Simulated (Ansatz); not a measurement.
Response to strain in TiC

Start from TiC in the rock salt structure (space group Fm-3m, No. 225; a = 4.328 Å; relaxed with 0.1 eV smearing). Axes: x, y, z lie along the cube axes.

Strains are applied to the cell and any free atomic positions relax; under biaxial strain the out-of-plane vector relaxes too.

Method: DFT with r2SCAN, PAW potentials and a 500 eV plane-wave cutoff in Ansatz (a program for electronic structure), scalar-relativistic without spin-orbit coupling.

Notes on the quantities. energy relative to the base: free energy F.

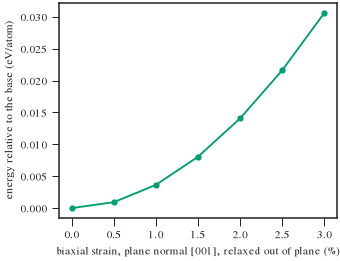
Energy relative to the base against biaxial strain, plane normal [001], relaxed out of plane

| biaxial strain, plane normal [001], relaxed out of plane (%) | energy relative to the base |
|---|---|
| 0.5 | +0.9 meV/atom |
| 1 | +3.6 meV/atom |
| 1.5 | +8.0 meV/atom |
| 2 | +14 meV/atom |
| 2.5 | +22 meV/atom |
| 3 | +31 meV/atom |

Whether these cells are dynamically stable was not tested. The final runs are not spin-polarised.
